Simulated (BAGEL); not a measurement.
**A workflow on singlet SnSiH4OF+**

Wanted: a single-point energy (singlet SnSiH4OF+, HF/x2c-SVPall), then the energy (doublet SnSiH4OF, NEVPT2(3,3)/x2c-SVPall) of FH4OSiSn. 

The results are computed with BAGEL 1.2.2.

## Step 1: The system as given

SnSiH4OF+: 8 atoms, total charge +1, spin state singlet. SMILES of the parent species: `[F][SnH][O][SiH3]`. One bond was lengthened or shortened from a relaxed shape. That shape belongs to the parent species and isn't relaxed for this state.

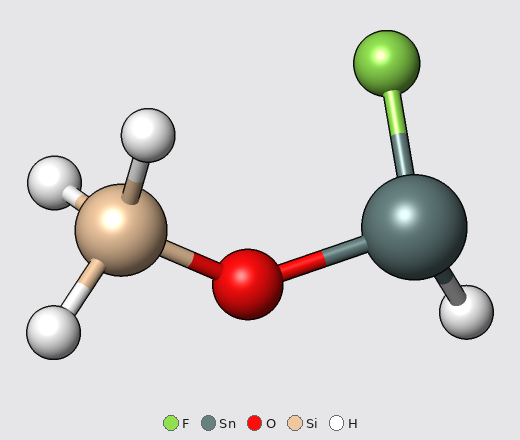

Viewed from a chosen angle; fluorine green, tin teal, oxygen red, silicon light orange, hydrogen white.

## Step 2: A single-point energy at HF/x2c-SVPall (DKH2, density fitting with AutoAux) (run 1)

input.json

```json
{ "bagel": [

{
  "title": "molecule",
  "basis": "x2c-svpall.json",
  "df_basis": "x2c-svpall-autoaux.json",
  "angstrom": true,
  "dkh": true,
  "geometry": [
    { "atom": "F", "xyz": [      -1.778470,       1.599894,       1.075311 ] },
    { "atom": "Sn", "xyz": [      -0.591870,       1.742694,      -0.438489 ] },
    { "atom": "O", "xyz": [       0.038830,      -0.092506,      -0.639389 ] },
    { "atom": "Si", "xyz": [       0.542630,      -1.314506,       0.331911 ] },
    { "atom": "H", "xyz": [      -1.606870,       2.044494,      -1.822089 ] },
    { "atom": "H", "xyz": [       1.557930,      -2.113906,      -0.401689 ] },
    { "atom": "H", "xyz": [      -0.427200,      -2.061300,       0.643600 ] },
    { "atom": "H", "xyz": [       1.159130,      -0.784706,       1.580011 ] }
  ]
},

{
  "title": "hf",
  "charge": 1
},

{
  "title": "print",
  "file": "orbitals.molden",
  "orbitals": true
}

]}
```

The basis set x2c-SVPall is read from a file made from the Basis Set Exchange's data (not shown).

Command:

```
$ BAGEL_NUM_THREADS=1 BAGEL input.json > input.out
```

Standard output:

```text
* using 1 threads per process

  ===============================================================
  ===============================================================

  *** Geometry ***

  { "atom" : "F", "xyz" : [     -3.360821,      3.023361,      2.032043 ] },
  { "atom" : "Sn", "xyz" : [     -1.118472,      3.293214,     -0.828624 ] },
  { "atom" : "O", "xyz" : [      0.073378,     -0.174811,     -1.208270 ] },
  { "atom" : "Si", "xyz" : [      1.025422,     -2.484056,      0.627221 ] },
  { "atom" : "H", "xyz" : [     -3.036544,      3.863534,     -3.443249 ] },
  { "atom" : "H", "xyz" : [      2.944061,     -3.994703,     -0.759082 ] },
  { "atom" : "H", "xyz" : [     -0.807291,     -3.895292,      1.216228 ] },
  { "atom" : "H", "xyz" : [      2.190438,     -1.482879,      2.985788 ] },

  Number of auxiliary basis functions:      828

  Since a DF basis is specified, we compute 2- and 3-index integrals:
    o Being stored without compression. Storage requirement is 0.069 GB

  Number of basis functions:      102
  Number of electrons      :       85

    * METHOD: MOLECULE                             0.77

  *** RHF ***

  === Nuclear Repulsion ===
   473.8445065098

      * DIIS with orbital gradients will be used.

  === RHF iteration (x2c-svpall.json) ===
      0      -6636.90519945          0.01822641           0.37
      1      -6637.01531751          0.01699908           0.39
      2      -6637.22805907          0.00131939           0.39
      3      -6637.23045659          0.00077565           0.38
      4      -6637.23102849          0.00019754           0.39
      5      -6637.23111734          0.00007138           0.39
      6      -6637.23113428          0.00002699           0.37
      7      -6637.23113686          0.00000759           0.37
      8      -6637.23113709          0.00000310           0.37
      9      -6637.23113713          0.00000123           0.37
     10      -6637.23113714          0.00000086           0.37
     11      -6637.23113714          0.00000026           0.38
     12      -6637.23113714          0.00000008           0.35
     13      -6637.23113714          0.00000004           0.35
     14      -6637.23113714          0.00000002           0.36
     15      -6637.23113714          0.00000001           0.38
    * SCF iteration converged.

    * Permanent dipole moment:
           (   -0.679318,    -1.966353,     1.080380) a.u.

    * METHOD: HF                                   6.79

    * METHOD: PRINT                                0.03

  ===============================================================
```

It took 7.8 s on 1 thread of Arm Neoverse V1, shared host; peak memory 0.28 GiB.

## Step 3: Doublet neutral SnSiH4OF: a single-point energy at NEVPT2(3,3)/x2c-SVPall (DKH2, density fitting with AutoAux) (run 2)

input.json

```json
{ "bagel": [

{
  "title": "molecule",
  "basis": "x2c-svpall.json",
  "df_basis": "x2c-svpall-autoaux.json",
  "angstrom": true,
  "dkh": true,
  "geometry": [
    { "atom": "F", "xyz": [   -1.778470,    1.599894,    1.075311 ] },
    { "atom": "Sn", "xyz": [   -0.591870,    1.742694,   -0.438489 ] },
    { "atom": "O", "xyz": [    0.038830,   -0.092506,   -0.639389 ] },
    { "atom": "Si", "xyz": [    0.542630,   -1.314506,    0.331911 ] },
    { "atom": "H", "xyz": [   -1.606870,    2.044494,   -1.822089 ] },
    { "atom": "H", "xyz": [    1.557930,   -2.113906,   -0.401689 ] },
    { "atom": "H", "xyz": [   -0.427200,   -2.061300,    0.643600 ] },
    { "atom": "H", "xyz": [    1.159130,   -0.784706,    1.580011 ] }
  ]
},
{ "title": "hf", "charge": 1 },
{ "title": "casscf", "nstate": 1, "nact": 3, "nclosed": 41, "nspin": 1, "active": [41, 43, 51], "maxiter": 200, "natocc": true },
{
  "title": "nevpt2",
  "nstate": 1,
  "nact": 3,
  "nclosed": 41,
  "nspin": 1,
  "active": [41, 43, 51],
  "maxiter": 200,
  "natocc": true,
  "ncore": 25
},
{ "title": "print", "file": "orbitals.molden", "orbitals": true }

]}
```

The basis set x2c-SVPall is read from a file made from the Basis Set Exchange's data (not shown).

Command:

```
$ BAGEL_NUM_THREADS=1 BAGEL input.json > input.out
```

Standard output:

```text
* using 1 threads per process

  ===============================================================
  ===============================================================

  *** Geometry ***

  { "atom" : "F", "xyz" : [     -3.360821,      3.023361,      2.032043 ] },
  { "atom" : "Sn", "xyz" : [     -1.118472,      3.293214,     -0.828624 ] },
  { "atom" : "O", "xyz" : [      0.073378,     -0.174811,     -1.208270 ] },
[... 4 lines of this table left out ...]
  { "atom" : "H", "xyz" : [      2.190438,     -1.482879,      2.985788 ] },

  Number of auxiliary basis functions:      828

  Since a DF basis is specified, we compute 2- and 3-index integrals:
    o Being stored without compression. Storage requirement is 0.069 GB

  Number of basis functions:      102
  Number of electrons      :       85

    * METHOD: MOLECULE                             0.77

  *** RHF ***

[... 11 lines left out ...]
    * SCF iteration converged.
[... 1 line left out ...]
    * Permanent dipole moment:
[... 28 lines left out ...]
    * Second-order optimization converged. *

     guess   0:   closed 1..                  open .1.

  === FCI iteration ===

      0  0     -6637.57488515     4.67e-02      0.00
      1  0     -6637.58506065     6.93e-04      0.00
      2  0     -6637.58506436     5.95e-05      0.00
[... 4 lines of this table left out ...]
      7  0 *   -6637.58506439     1.49e-15      0.00

     * ci vector, state   0, <S^2> = 0.7500
       2a.    -0.9973660709
       .a2    -0.0724091399

    * METHOD: CASSCF                              22.34

    * freezing 25 orbitals

  === DF-NEVPT2 calculation ===

    * 3-index integral transformation done
    * assembly done

      NEVPT2 correlation energy:   -0.5888235705      0.33

          (+0)     -0.4832693788
          (+0)'    -0.0343676092
          (+1)     -0.0196619127
          (+1)'    -0.0057498700
          (+2)     -0.0001685519
          (-1)     -0.0308705879
          (-1)'    -0.0027075902
          (-2)     -0.0120280697

      NEVPT2 total energy:       -6638.1738879587

    * METHOD: NEVPT2                               0.89

    * METHOD: PRINT                                0.03

  ===============================================================
```

Run time: 31 s. Hardware: 1 thread of Arm Neoverse V1, shared host; peak memory 0.3 GiB.

## Step 4: Results

| quantity | value |
| --- | --- |
| run 1, HF/x2c-SVPall: total energy | -6637.23114 Eh |
| run 1, HF/x2c-SVPall: HOMO energy | -16.41 eV |
| run 1, HF/x2c-SVPall: LUMO energy | -8.67 eV |
| run 1, HF/x2c-SVPall: HOMO–LUMO gap | 7.74 eV |
| doublet neutral SnSiH4OF: total energy | -6638.17389 Eh |
